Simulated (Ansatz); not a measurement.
**C₄H₃ (charge −1): density, localisation and related maps**

Input

```
basis:
  gaussian: {orbitals: def2-TZVPD}
crystal:
  periodic: [false, false, false]
  atoms:
    - {symbol: C, position_ang: [-0.417828, -0.343036, -2.829787]}
    - {symbol: C, position_ang: [-0.084947, -0.237626, -1.620493]}
    - {symbol: C, position_ang: [0.350598, -0.066769, -0.288830]}
    - {symbol: C, position_ang: [-0.160700, -0.622939, 0.844459]}
    - {symbol: H, position_ang: [1.217648, 0.603675, -0.142819]}
    - {symbol: H, position_ang: [0.275757, -0.405035, 1.824507]}
    - {symbol: H, position_ang: [-1.018550, -1.299844, 0.802811]}
total_charge: -1
hamiltonian: {xc: {name: PBE0}}
output: {forces: true, orbitals: {seedname: orbitals}}
```

Run with:

```sh
ansatz run input.yaml --threads 2 --pin off --max-ram 4350MiB --events-out events.jsonl --progress --plain --runs-dir runs
```

Geometry: r2SCAN-D4/def2-SVPD.

Computed with isolated molecule in a Gaussian basis; Kohn-Sham density functional theory, functional PBE0 (Ansatz).

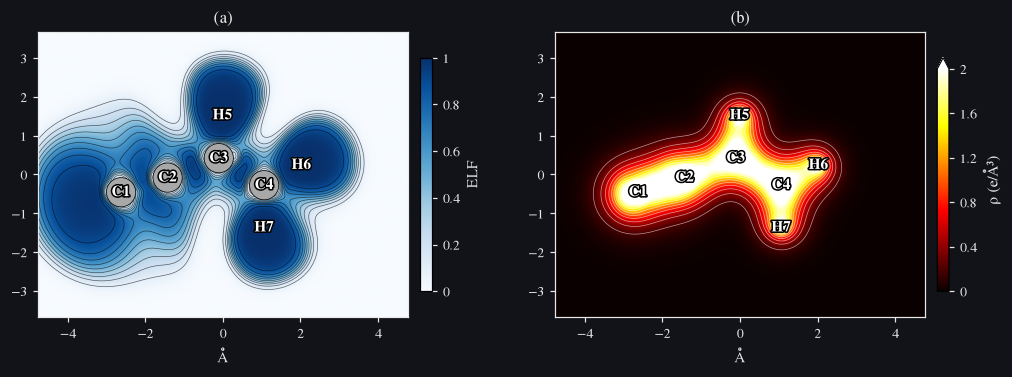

Figure 1. (a) ELF; (b) total electron density on the molecular plane. Grey discs cover the atomic cores in the ELF map.

Question: What do the fields say about this system?

Answer: The section cuts through C and H sites. C–C (1.26 Å): the density is about 2.6 e/Å³ at the midpoint; the ELF peaks at about 0.90 between the atoms: a short, multiple covalent bond. C–H (1.09 Å): the density is about 2 e/Å³ at the midpoint; the ELF climbs to about 1 towards the hydrogen, as it does in any bond to H; an ordinary covalent bond to hydrogen. C–C (1.36 Å): ρ at the midpoint is about 2.2 e/Å³; the ELF peaks at about 0.95 between the atoms: localised, covalent bonding. C–C (1.41 Å): ρ at the midpoint is about 2 e/Å³; the ELF peaks at about 0.95 between the atoms: localised, covalent bonding. The ELF also peaks beside C1, away from the bonds: lone-pair regions.

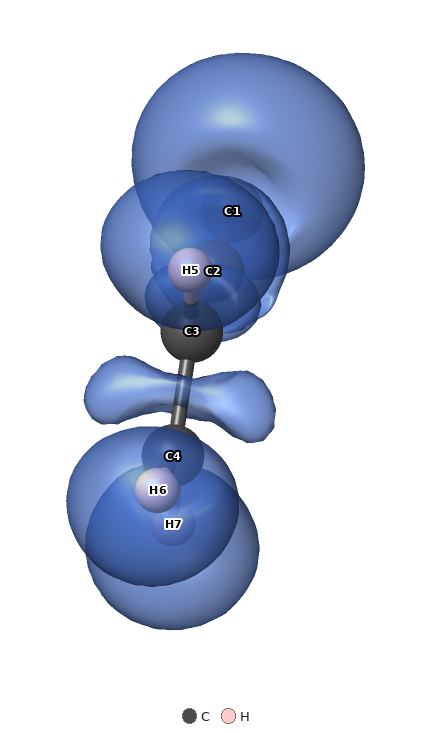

Figure 2. Isosurface of the electron localisation function at 0.8 (blue), seen at an oblique angle. Core shells and regions of very low density are left out.

Question: Identify the bonds, lone pairs and shells in this picture.

Answer: At this value the surface marks out three regions between bonded C–C atoms (shared pairs), three regions around hydrogen nuclei and one lobe on C, pointing away from the bonds (lone pairs).

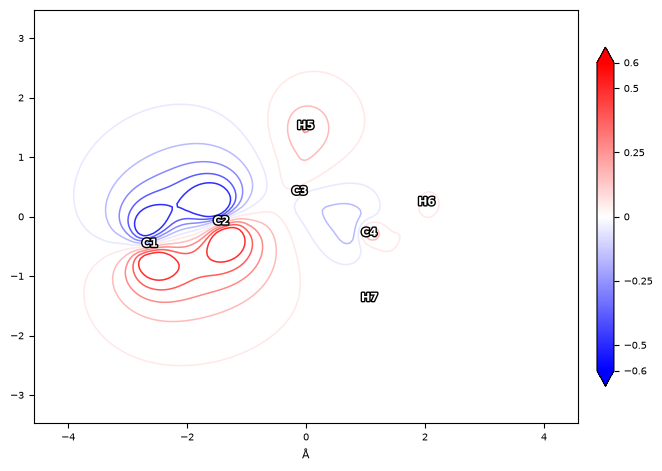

Figure 3. The HOMO−1 on the molecular plane (values in Å⁻³ᐟ²; the overall sign is arbitrary).

Question: What is the character of this orbital?

Answer: Its weight (Hirshfeld) is mainly on C2 (about 45 %) and C1 (about 45 %); it is symmetric in the molecular plane (an in-plane orbital: σ, lone-pair or in-plane π type). Its energy is −1.33 eV.
